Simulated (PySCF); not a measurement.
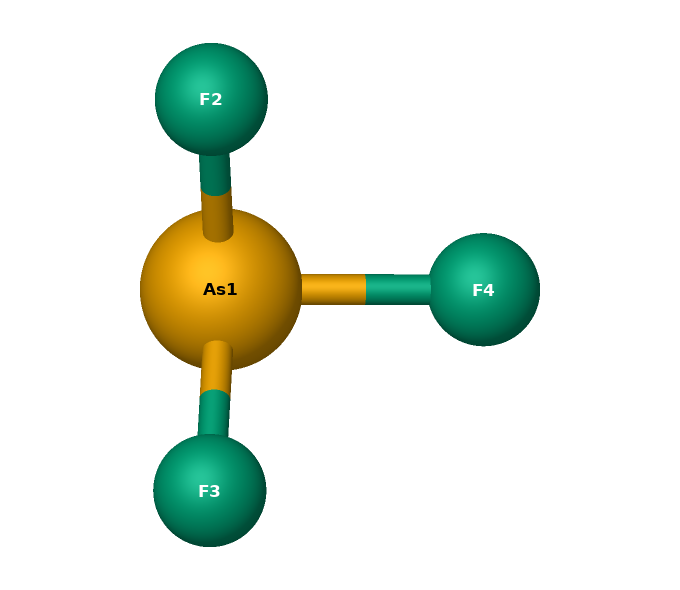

Every bond is drawn as one stick. The computed structure is the end point of a PBE0/def2-TZVP optimisation. Level of theory: PBE0/def2-TZVP (PySCF 2.14.0).

List the Mayer bond orders of As1–F2 (one bond of each equivalent set).

```csv
bond,Mayer order,length (Å)
As1–F2,0.98,1.715
```
